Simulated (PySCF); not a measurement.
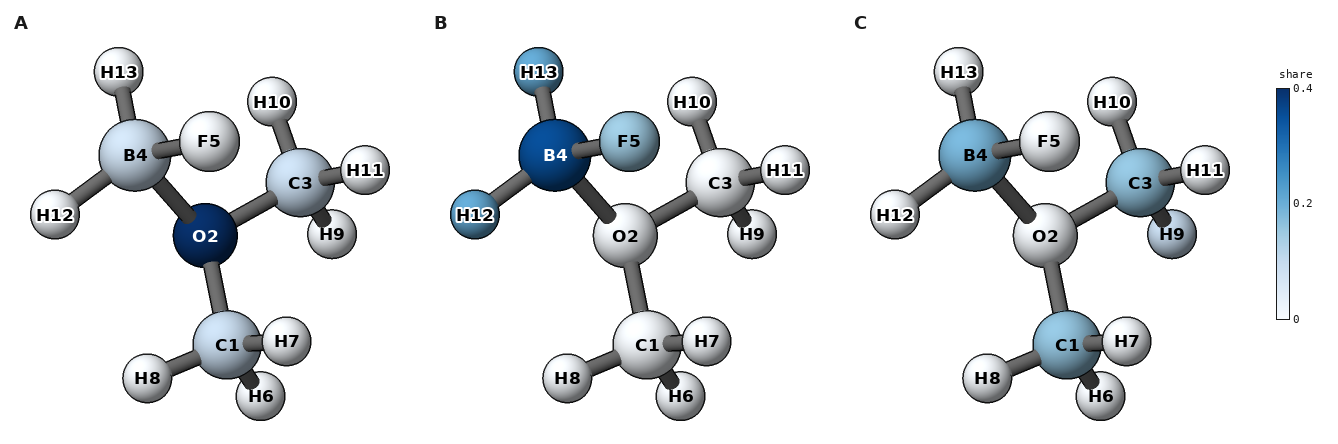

Each panel colours the atoms by their Löwdin share in one orbital (up to four of the largest shares; other atoms are shown as zero). The computed structure is the end point of a PBE0-D3(BJ)/def2-SVP optimisation. No frequency run is at hand to confirm it as a minimum. Level of theory: HF/def2-SVPD (PySCF 2.14.0).

> The panels show the HOMO−1, HOMO, LUMO, in some order. Which is which?

A: HOMO−1, −13.56 eV; O2 0.40, C1 0.09, C3 0.09, B4 0.08
B: HOMO, −11.52 eV; B4 0.35, H13 0.21, H12 0.21, F5 0.15
C: LUMO, 2.29 eV; B4 0.19, C3 0.16, C1 0.16, H9 0.09
